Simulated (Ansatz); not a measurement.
```xyz
8

Al   -0.5845   -0.9381   -1.6465
Ge   -0.9774   -1.9807    0.5534
Ge   -1.8451    0.5816   -0.1693
H     0.0574   -1.1233   -3.0739
H     0.4719   -1.6989   -0.2546
H    -1.3874   -2.5338   -0.9824
H    -0.3851    0.8318   -0.9683
H    -2.2444   -0.0031   -1.6961
```

Geometry: r2SCAN-D4/def2-SVP.

Theory: isolated molecule in a Gaussian basis; Kohn-Sham density functional theory, functional PBE0 in Ansatz.

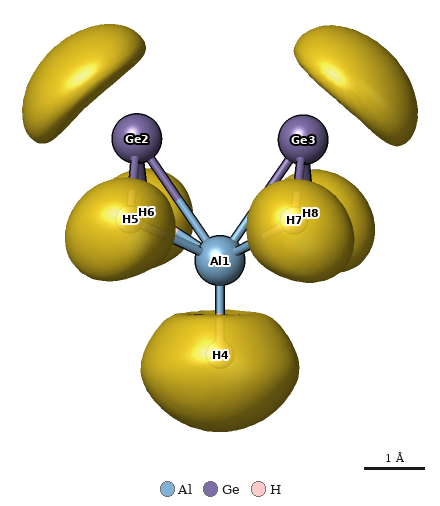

AlGe2H5. Isosurface of the ELF at 0.85 (yellow), seen across its widest extent. Core shells and regions of very low density are left out.

Describe the localisation domains.

Answer. At this value the surface marks out five regions around hydrogen nuclei and two lobes on Ge, pointing away from the bonds (lone pairs). Profiles from the grid: Al–Ge (2.47 Å): the ELF is about 0.40 at the midpoint. Al–H (1.58 Å): the ELF climbs to about 1 towards the hydrogen.
